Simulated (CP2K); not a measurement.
# CH4ClGeNO (SMILES O=C[NH][GeH2][Cl]) at PM6

Aim: the vertical electron affinity of CH4ClGeNO at PM6, from 2 runs. 

Program for the calculation: CP2K 2026.2.

3 further runs of the same task are left out: 2 that didn't finish, 1 set aside as unsound or not needed.

### Step 1. The structure to begin with

CH4ClGeNO has 9 atoms, charge 0, and is taken as a singlet. As SMILES, `O=C[NH][GeH2][Cl]`. The shape comes from GFN2-xTB, which is rough for such elements, and wasn't checked as a minimum. This is one conformer, not always the lowest.

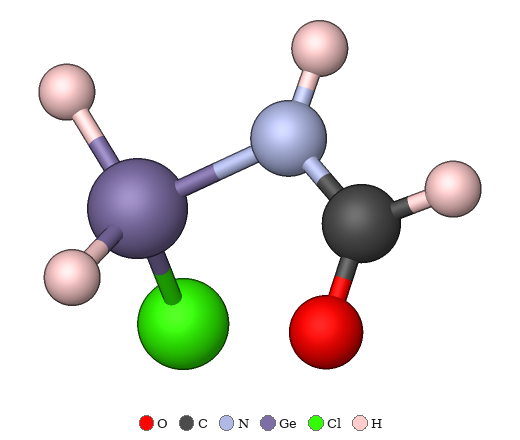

The structure, seen from a chosen angle (oxygen red, carbon dark grey, nitrogen light blue, germanium purple, chlorine green, hydrogen pink).

### Step 2. Energy and gradient at PM6

File molecule.xyz:

```xyz
9

O      0.295630     1.802310     0.202450
C      0.124990     0.982120     1.075460
N     -0.008780    -0.316300     0.774870
Ge     0.047490    -0.642780    -1.066550
Cl    -1.724920     0.062910    -1.890450
H      0.076240     1.249090     2.144160
H     -0.160880    -0.986640     1.512050
H      1.270920     0.001600    -1.635190
H      0.079310    -2.152300    -1.116800
```

File molecule.inp:

```
&global
    project_name molecule
    run_type ENERGY_FORCE
    print_level MEDIUM
&end global

&force_eval
    method Quickstep
    &dft
        # Quickstep
        &qs
            method PM6
            eps_default 1.0E-10
            &se
                &coulomb
                    cutoff [angstrom] 50
                    rc_range [angstrom] 0
                &end coulomb
                &exchange
                    cutoff [angstrom] 50
                    rc_range [angstrom] 0
                &end exchange
            &end se
        &end qs
        # no periodic images
        &poisson
            periodic NONE
            poisson_solver ANALYTIC
        &end poisson
        &scf
            scf_guess ATOMIC
            eps_scf 1.0E-06
            max_scf 80
            added_mos 2
            &diagonalization
                algorithm STANDARD
            &end diagonalization
            &mixing
                method DIRECT_P_MIXING
                alpha 0.4
            &end mixing
        &end scf
        &print
            &moments
                periodic F
                reference COM
                max_moment 1
            &end moments
            &mo ON
                energies T
                occupation_numbers T
                ndigits 6
                &each
                    qs_scf 0
                &end each
                add_last NUMERIC
            &end mo
            &hirshfeld OFF
            &end hirshfeld
        &end print
    &end dft
    &subsys
        # box in angstrom
        &cell
            abc 11 12 12
            periodic NONE
        &end cell
        &topology
            coord_file_name molecule.xyz
            coord_file_format XYZ
            &center_coordinates
            &end center_coordinates
        &end topology
    &end subsys
    &print
        &forces ON
        &end forces
    &end print
&end force_eval
```

Started as:

```console
OMP_NUM_THREADS=1 cp2k.psmp molecule.inp > molecule.out
```

The program printed:

```text
CP2K| version string:                                       CP2K version 2026.2
[...]
 GLOBAL| Method name                                                        CP2K
[...]
 GLOBAL| Run type                                                   ENERGY_FORCE
[...]
                             - Atoms:                                          9
[...]
                             - Spherical basis functions:                     29
[...]
 Number of electrons:                                                         30
[...]
     1 P_Mix/Diag. 0.40E+00    0.0     0.78118116       -30.1529179472 -3.02E+01
[...]
    16 DIIS/Diag.  0.26E-06    0.0     0.00000097       -36.1418736396 -4.49E-11
  *** SCF run converged in    16 steps ***
  Core-core repulsion energy [eV]:                           2025.74611702296488
  Core Hamiltonian energy [eV]:                             -1594.62750278408021
  Two-electron integral energy [eV]:                        -2829.17802228144546
  Electronic energy [eV]:                                   -3009.21651392480317
  Total energy [eV]:                                         -983.47039690183817
  Atomic reference energy [eV]:                               980.91904438143388
  Heat of formation [kcal/mol]:                               -58.83559149435263
[...]
 SE_DIPOLE| Moment [Debye]         -1.44844960       3.88704554      -2.06738503
 SE_DIPOLE| Derivative [a.u.]       0.00000000       0.00000000       0.00000000
 ENERGY| Total FORCE_EVAL ( QS ) energy [hartree]            -36.141873639584155
 FORCES| Atomic forces [hartree/bohr]
 FORCES|   Atom     x               y               z               |f|
 FORCES|      1  5.24248479E-03  2.43367847E-02 -2.10261386E-02   3.25862124E-02
 FORCES|      2  6.46870580E-04  3.73909741E-02  4.27139481E-02   5.67713373E-02
 FORCES|      3 -3.22348005E-03 -4.35605821E-02 -2.75090366E-02   5.16203664E-02
 FORCES|      4  2.20677992E-02 -2.66265107E-02  1.25118782E-02   3.67764317E-02
 FORCES|      5 -1.88445886E-02  7.50531381E-03 -7.79151148E-03   2.17291488E-02
 FORCES|      6  3.95007069E-04  3.04871633E-03  3.96815208E-03   5.01965464E-03
 FORCES|      7 -3.12564616E-03 -7.78333264E-03  2.94076281E-04   8.39264034E-03
 FORCES|      8  8.62993669E-04  6.70634535E-03 -2.39541977E-03   7.17341354E-03
 FORCES|      9 -4.02144048E-03 -1.01770888E-03 -7.65948154E-04   4.21833990E-03
 FORCES| Sum    -6.10622664E-16 -8.32667268E-17 -1.11022302E-16
 FORCES| Total atomic force                                       6.26194328E-16
[...]
```

It took 1 s on 1 thread of AMD EPYC 7R43 (Zen 3), shared host; peak memory 0.18 GiB.

### Step 3. The doublet anion

molecule.xyz is that of step 2.

File qs.inp:

```
&global
    project qs
    run_type ENERGY_FORCE
    print_level MEDIUM
&end global

&force_eval
    method QUICKSTEP
    &dft
        charge -1
        multiplicity 2
        unrestricted_kohn_sham T
        &qs
            method PM6
            eps_default 1.0E-10
            &se
                &coulomb
                    cutoff [angstrom] 50
                    rc_range [angstrom] 0
                &end coulomb
                &exchange
                    cutoff [angstrom] 50
                    rc_range [angstrom] 0
                &end exchange
            &end se
        &end qs
        &poisson
            periodic NONE
            poisson_solver ANALYTIC
        &end poisson
        ! SCF settings
        &scf
            scf_guess ATOMIC
            eps_scf 1.0E-06
            max_scf 50
            &ot
                minimizer DIIS
                preconditioner FULL_SINGLE_INVERSE
            &end ot
            &outer_scf
                eps_scf 1.0E-06
                max_scf 5
            &end outer_scf
        &end scf
        ! extra output
        &print
            &moments
                periodic F
                reference COM
                max_moment 1
            &end moments
            &mo_cubes
                nlumo 1
                nhomo -1
                write_cube F
            &end mo_cubes
            &hirshfeld OFF
            &end hirshfeld
        &end print
    &end dft
    ! structure
    &subsys
        ! vacuum box
        &cell
            abc 11 12 12
            periodic NONE
        &end cell
        &topology
            coord_file_name molecule.xyz
            coord_file_format XYZ
            &center_coordinates
            &end center_coordinates
        &end topology
    &end subsys
    ! extra output
    &print
        &forces ON
        &end forces
    &end print
&end force_eval
```

Started as:

```console
OMP_NUM_THREADS=1 cp2k.psmp qs.inp > qs.out
```

The program printed:

```text
CP2K| version string:                                       CP2K version 2026.2
[...]
 GLOBAL| Method name                                                        CP2K
[...]
 GLOBAL| Run type                                                   ENERGY_FORCE
[...]
                             - Atoms:                                          9
[...]
                             - Spherical basis functions:                     29
[...]
 Number of electrons:                                                         16
[...]
     1 OT DIIS     0.80E-01    0.0     0.12393136       -31.6780744960 -3.17E+01
[...]
     1 OT DIIS     0.80E-01    0.0     0.00000097       -36.1690821377 -3.07E-10
  *** SCF run converged in     1 steps ***
  Core-core repulsion energy [eV]:                           2025.74611702296488
  Core Hamiltonian energy [eV]:                             -1622.30212141341303
  Two-electron integral energy [eV]:                        -2775.30954679368779
  Electronic energy [eV]:                                   -3009.95689481025693
  Total energy [eV]:                                         -984.21077778729205
  Atomic reference energy [eV]:                               980.91904438143388
  Heat of formation [kcal/mol]:                               -75.90918166992412
[...]
 SE_DIPOLE| Moment [Debye]         -2.62427154       3.39375764      -4.10975377
 SE_DIPOLE| Derivative [a.u.]       0.00000000       0.00000000       0.00000000
 *** WARNING in qs_scf_post_se.F:140 :: Printing of MO cube files not ***
 *** implemented for Semi-Empirical method.                           ***
 ENERGY| Total FORCE_EVAL ( QS ) energy [hartree]            -36.169082137730364
 FORCES| Atomic forces [hartree/bohr]
 FORCES|   Atom     x               y               z               |f|
 FORCES|      1  1.06735709E-02  3.93782749E-02 -2.00880381E-02   4.54763996E-02
 FORCES|      2 -5.82985677E-03  1.15396863E-02  3.70402805E-02   3.92317979E-02
 FORCES|      3 -2.23597211E-03 -2.90735144E-02 -1.30667600E-02   3.19532319E-02
 FORCES|      4  3.52224805E-02 -3.73273615E-02  1.32738951E-02   5.30108606E-02
 FORCES|      5 -3.47469076E-02  1.24727458E-02 -1.34288677E-02   3.92842394E-02
 FORCES|      6  1.23276138E-03  3.15407115E-03  2.84042470E-03   4.41994094E-03
 FORCES|      7 -2.62733788E-03 -5.16610150E-03 -5.39087888E-03   7.91537012E-03
 FORCES|      8  6.71203206E-04  5.94489670E-03 -9.23729344E-04   6.05355981E-03
 FORCES|      9 -2.35994160E-03 -9.22697449E-04 -2.56326190E-04   2.54684080E-03
 FORCES| Sum    -3.26128013E-16  7.42461648E-16 -2.22044605E-16
 FORCES| Total atomic force                                       8.40780938E-16
[...]
```

Run time: 2.8 s. Hardware: 1 thread of AMD EPYC 7R43 (Zen 3), shared host; peak memory 0.18 GiB.

### Step 4. What came out

At PM6:

| quantity | value |
| --- | --- |
| singlet CH4ClGeNO: total energy | -36.14187 Eh |
| singlet CH4ClGeNO: dipole moment | 4.63 D |
| singlet CH4ClGeNO: HOMO energy | -10.35 eV |
| singlet CH4ClGeNO: LUMO energy | -0.52 eV |
| singlet CH4ClGeNO: HOMO–LUMO gap | 9.83 eV |
| singlet CH4ClGeNO: heat of formation at this unrelaxed shape | -58.8 kcal/mol |
| singlet CH4ClGeNO: largest force on an atom | 2.919 eV/Å |
| doublet anion: total energy | -36.16908 Eh |
| doublet anion: heat of formation at this unrelaxed shape | -75.9 kcal/mol |
| doublet anion: largest force on an atom | 2.726 eV/Å |
| vertical electron affinity (to the doublet anion) | 0.740 eV |

**Reading.** At fixed nuclei the extra electron is bound by 0.74 eV (17.1 kcal/mol). The largest force (singlet CH4ClGeNO) is 2.92 eV/Å: the shape isn't a stationary point for this species at this level. A minimal valence basis can't be trusted even for the sign of an electron affinity.
